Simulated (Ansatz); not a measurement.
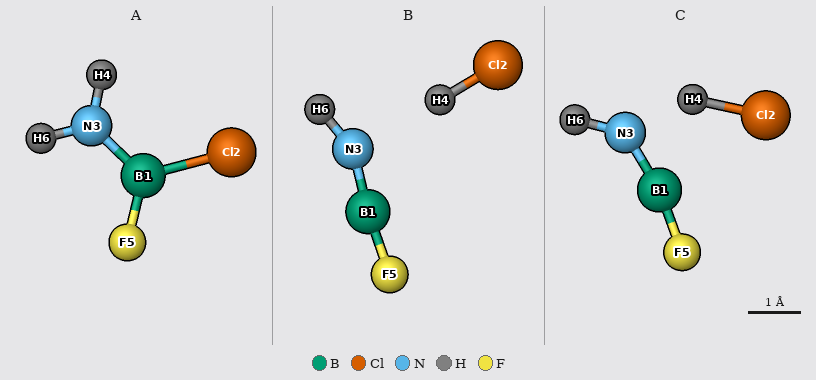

Three geometries of BNH₂ClF: a saddle point and the two minima that it joins, in shuffled order. The picture is a ball-and-stick view, seen face on. Sticks join atoms that are closer than about 1.2 times the sum of their covalent radii (a little more with hydrogen).

Stationary points at PBE0-D4/def2-TZVP, single-point energies with CCSD(T)/CBS, CAM-B3LYP-D4, r2SCAN0-D4 (def2-TZVPP where no basis is named; Ansatz 0.2.0). The energies are electronic, without zero-point or thermal terms, and both ends are the minima reached downhill from the saddle, with any fragments still in contact. CCSD(T)/CBS stands for a frozen-core estimate: MP2 correlation extrapolated from def2-TZVPP and def2-QZVPP, CCSD(T) minus MP2 from the smaller set.

Which frame is the transition state, what reaction does it lead through, and what barrier is to be expected?

Answer. Frame C is the saddle point. Counted by bonded pieces, A holds BH₂NClF and B holds BHNF + HCl. From A over the saddle to B, a bond forms: Cl2–H4 (2.92 → 1.45 → 1.30 Å). Bonds break: B1–Cl2 (1.77 → 2.51 → 3.79 Å), N3–H4 (1.00 → 1.45 → 1.93 Å). The saddle has one imaginary mode, 776i cm⁻¹. With CCSD(T)/CBS the barrier is 75.2 kcal/mol from A and 12.1 kcal/mol from B, and B lies 63.1 kcal/mol above A. By Pauling bond orders of the changing bonds the saddle lies closer to B, the higher end, as Hammond's postulate suggests.

```
       level  barrier from A (kcal/mol)  barrier from B (kcal/mol)  B less A (kcal/mol)
 CCSD(T)/CBS                       75.2                       12.1                 63.1
CAM-B3LYP-D4                       74.7                       11.5                 63.2
  r2SCAN0-D4                       75.8                        8.5                 67.3
```
